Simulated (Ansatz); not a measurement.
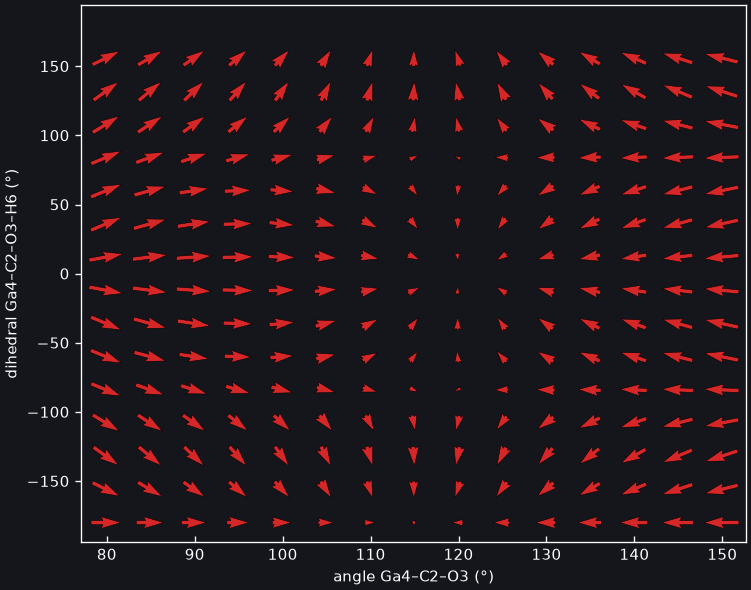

CH4GaNO, SMILES N=[C](O)[GaH2]. First axis: angle Ga4–C2–O3. Second axis: dihedral Ga4–C2–O3–H6. Nothing is relaxed (all other coordinates rigid). The grid has 15 × 15 points. The calculation used RHF/def2-TZVP (Ansatz).

In the figure: arrows along the force (downhill), their lengths compressed.

The arrows alone are given. Where are the wells?

Answer. The arrows converge at angle Ga4–C2–O3 = 114.9°, dihedral Ga4–C2–O3–H6 = −180°; about angle Ga4–C2–O3 = 120°, dihedral Ga4–C2–O3–H6 = 0° (7.9 kcal/mol up) (read from the interpolated surface).

The energy map of the same scan:

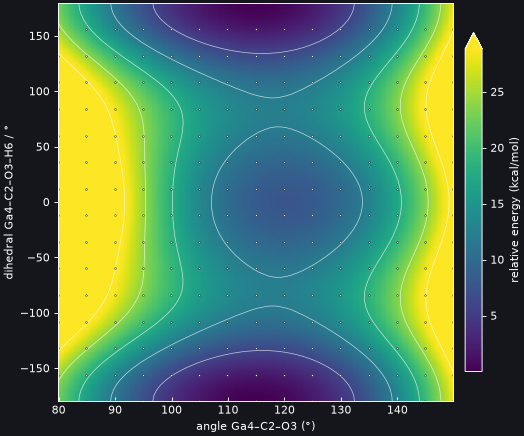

Energies are in kcal/mol, from the lowest grid point; between grid points the surface is interpolated.
